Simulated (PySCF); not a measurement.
SMILES Br[SiH2]Br at its PBE0/def2-SVP optimised geometry (Å):

```
5

Br     1.5044    -0.6937     0.0000
Si    -0.7114    -0.6937     0.0000
Br    -1.5044     1.3753     0.0000
H     -1.1803    -1.3753     1.2326
H     -1.1797    -1.3750    -1.2329
```

Calculation: PBE0/def2-TZVP (PySCF). Cells within 0.4 Å of a nucleus heavier than hydrogen are left out (blank, or x).

Map of the LUMO amplitude (bohr^(-3/2)) on the plane z = 0.0 Å; orbital energy -0.69 eV, overall sign arbitrary:

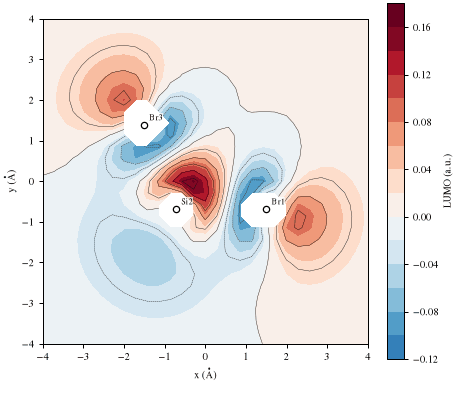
Figure. LUMO amplitude (bohr^(-3/2)) on the plane z = 0.0 Å.
